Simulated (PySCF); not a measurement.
## Two runs on C3H8BFS

System: C3H8BFS.
Method of run 1: GIAO HF/pcSseg-1 NMR shielding, non-relativistic, gas phase (PySCF 2.14.0).

The geometry comes from this level: PBE0-D3(BJ)/def2-SVP. Text and figures count atoms from 1; the logs count them from 0 in places.

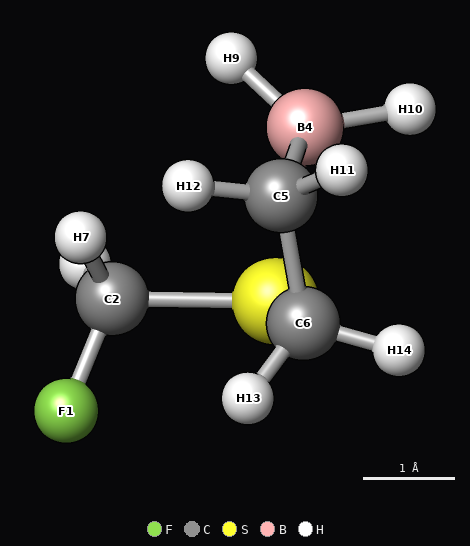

Fig. 1: The structure (ball-and-stick view, seen at a tilt; atoms are numbered from 1 in the order of the input).

## The input, run 1
```
{"job": {"kind": "nmr", "xc": "HF", "basis": "pcSseg-1", "pop": false}, "charge": 0, "multiplicity": 1}
F      2.642550     0.952946     0.320879
C      1.899936    -0.164963     0.516512
S      0.938202    -0.577815    -0.960644
B     -0.791352    -1.380738     0.032823
C     -1.244684     0.167737     0.210871
C     -0.342144     0.744675    -0.871551
H      1.215026    -0.015066     1.364827
H      2.551832    -1.032379     0.707265
H     -0.389779    -2.046460     0.969394
H     -1.313832    -1.996635    -0.876803
H     -2.310703     0.373214     0.029315
H     -0.997881     0.591196     1.197162
H      0.134306     1.725214    -0.715462
H     -0.805996     0.736541    -1.868764
```

The first line tells a small driver script what to run in PySCF; the rest is the geometry in Å.

Command:
```bash
OMP_NUM_THREADS=1 python <driver script> task.json out
```

Hardware: 1 CPU thread, shared host.

## Output (run 1)
```
final grid: 111160 points
cycle   1  E = -639.6764745504  dE =  1.033e+00  |g| = 6.541e-01  |ddm| = 3.091e+00
cycle   2  E = -639.7724606524  dE = -9.599e-02  |g| = 3.658e-01  |ddm| = 7.091e-01
cycle   3  E = -639.7973859668  dE = -2.493e-02  |g| = 6.487e-02  |ddm| = 2.375e-01
cycle   4  E = -639.7989913208  dE = -1.605e-03  |g| = 1.857e-02  |ddm| = 9.643e-02
cycle   5  E = -639.7990988912  dE = -1.076e-04  |g| = 4.811e-03  |ddm| = 2.293e-02
cycle   6  E = -639.7991117241  dE = -1.283e-05  |g| = 1.420e-03  |ddm| = 9.759e-03
cycle   7  E = -639.7991132223  dE = -1.498e-06  |g| = 4.775e-04  |ddm| = 3.727e-03
cycle   8  E = -639.7991133694  dE = -1.472e-07  |g| = 1.393e-04  |ddm| = 1.213e-03
cycle   9  E = -639.7991133831  dE = -1.370e-08  |g| = 4.568e-05  |ddm| = 3.764e-04
cycle  10  E = -639.7991133846  dE = -1.445e-09  |g| = 1.590e-05  |ddm| = 1.212e-04
cycle  11  E = -639.7991133848  dE = -2.265e-10  |g| = 5.343e-06  |ddm| = 5.347e-05
converged SCF energy = -639.7991133848

GIAO shielding tensors (ppm)
atom      isotropic    diamagn.    paramagn.     s11        s22        s33       span
  0 F      431.493     472.710     -41.216    379.781    429.573    485.125    105.345
  1 C      113.893     244.714    -130.821     77.021    102.179    162.479     85.459
  2 S      532.262    1056.402    -524.140    422.095    504.465    670.225    248.129
  3 B      107.817     183.765     -75.948     83.010     99.886    140.556     57.547
  4 C      182.528     248.432     -65.904    160.745    185.915    200.924     40.178
  5 C      161.387     249.878     -88.491    149.143    154.722    180.296     31.153
  6 H       26.323      28.931      -2.608     21.476     27.738     29.755      8.279
  7 H       26.808      28.400      -1.591     21.744     26.552     32.129     10.385
  8 H       28.379      28.364       0.015     24.762     27.193     33.180      8.418
  9 H       27.711      28.954      -1.243     24.187     27.162     31.785      7.598
 10 H       30.478      29.780       0.698     25.671     27.271     38.491     12.820
 11 H       29.949      30.797      -0.848     25.899     29.111     34.837      8.938
 12 H       28.776      30.209      -1.433     23.760     26.996     35.571     11.811
 13 H       28.619      30.531      -1.911     24.174     26.534     35.149     10.975
```

The input of run 2 differs as follows (lines with − go, lines with + come):
```diff
-"xc": "HF"
+"xc": "PBE0"
```

What does this change do to the results?

The total energies belong to different methods, so their difference says nothing on which is more stable or more accurate. The HOMO goes from −10.94 to −8.14 eV. The LUMO goes from 3.67 to −0.08 eV. The dipole moment goes from 1.10 to 1.40 D. Of all shieldings, the largest change is that of S3, by −71.8 ppm. The method changes from HF to PBE0. The SCF takes 12 iterations against 11.

## Output (run 2)
```
coarse grid: 12016 points
cycle   1  E = -641.4118764445  dE =  5.442e-01  |g| = 5.415e-01  |ddm| = 3.207e+00
cycle   2  E = -641.3693340432  dE =  4.254e-02  |g| = 7.396e-01  |ddm| = 9.418e-01
cycle   3  E = -641.4759809301  dE = -1.066e-01  |g| = 5.865e-02  |ddm| = 5.406e-01
cycle   4  E = -641.4765659483  dE = -5.850e-04  |g| = 2.841e-02  |ddm| = 7.369e-02
cycle   5  E = -641.4767625109  dE = -1.966e-04  |g| = 5.719e-03  |ddm| = 2.843e-02
cycle   6  E = -641.4767704508  dE = -7.940e-06  |g| = 8.366e-04  |ddm| = 6.802e-03
final grid: 111160 points
cycle   7  E = -641.5215392957  dE = -3.431e-05  |g| = 9.390e-03  |ddm| = 2.740e-02
cycle   8  E = -641.5215209595  dE =  1.834e-05  |g| = 1.290e-02  |ddm| = 1.774e-02
cycle   9  E = -641.5215605422  dE = -3.958e-05  |g| = 6.496e-04  |ddm| = 1.077e-02
cycle  10  E = -641.5215606337  dE = -9.151e-08  |g| = 2.134e-04  |ddm| = 7.898e-04
cycle  11  E = -641.5215606431  dE = -9.347e-09  |g| = 6.022e-05  |ddm| = 2.127e-04
cycle  12  E = -641.5215606440  dE = -9.579e-10  |g| = 1.359e-05  |ddm| = 8.388e-05
converged SCF energy = -641.5215606440

GIAO shielding tensors (ppm)
atom      isotropic    diamagn.    paramagn.     s11        s22        s33       span
  0 F      397.613     471.421     -73.808    331.602    401.681    459.555    127.952
  1 C       95.783     247.151    -151.368     50.232     84.966    152.150    101.919
  2 S      460.460    1056.981    -596.521    368.883    424.013    588.482    219.599
  3 B       98.719     188.398     -89.680     72.472     88.516    135.168     62.696
  4 C      175.294     249.740     -74.446    151.015    178.635    196.231     45.216
  5 C      148.897     252.231    -103.334    131.031    143.223    172.437     41.405
  6 H       25.425      29.367      -3.942     20.844     26.924     28.507      7.663
  7 H       26.021      28.104      -2.082     21.274     26.282     30.508      9.234
  8 H       27.750      28.356      -0.607     24.020     26.779     32.450      8.430
  9 H       27.030      28.780      -1.750     23.478     26.821     30.793      7.315
 10 H       30.044      29.592       0.452     25.588     27.089     37.455     11.866
 11 H       29.269      30.859      -1.591     25.518     28.651     33.638      8.119
 12 H       28.150      30.331      -2.180     23.310     26.599     34.543     11.233
 13 H       27.915      30.378      -2.463     23.911     26.386     33.448      9.537
```

## The two runs side by side

| quantity | run 1 | run 2 |
| --- | --- | --- |
| outcome | converged | converged |
| total energy (hartree) | −639.799113 | −641.521561 |
| HOMO (eV) | −10.94 | −8.14 |
| LUMO (eV) | 3.67 | −0.08 |
| dipole moment (D) | 1.10 | 1.40 |
| shielding of F1 (ppm) | 431.5 | 397.6 |
| shielding of C2 (ppm) | 113.9 | 95.8 |
| shielding of S3 (ppm) | 532.3 | 460.5 |
| shielding of B4 (ppm) | 107.8 | 98.7 |
| shielding of C5 (ppm) | 182.5 | 175.3 |
| shielding of C6 (ppm) | 161.4 | 148.9 |
| shielding of H7 (ppm) | 26.3 | 25.4 |
| SCF iterations | 11 | 12 |
| basis functions | 149 | 149 |
| wall time (shared host) | 7 s | 14 s |
